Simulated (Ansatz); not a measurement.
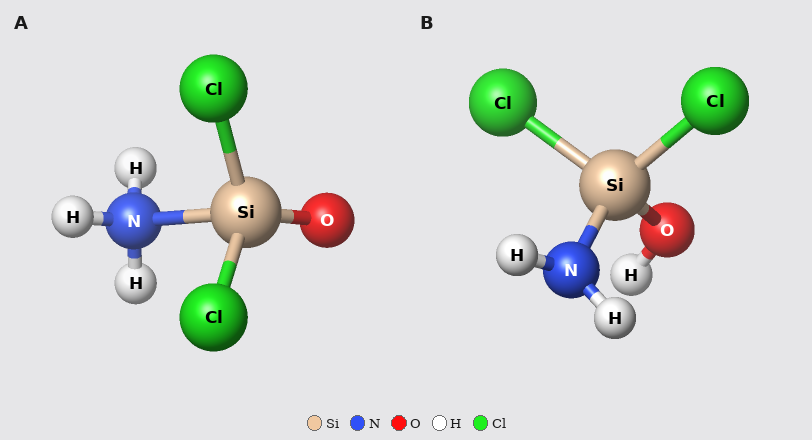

2 stationary structures of one formula. Geometries: PBE0-D4/def2-TZVP. Electronic energies: RHF/STO-3G (Ansatz 0.2.0), without zero-point energy. Each is one conformer, not always the lowest.

Which is lowest in energy, and by how much?

Answer. B is lowest (C1, a minimum); A lies 263.1 kJ/mol above it (Cs, a minimum).
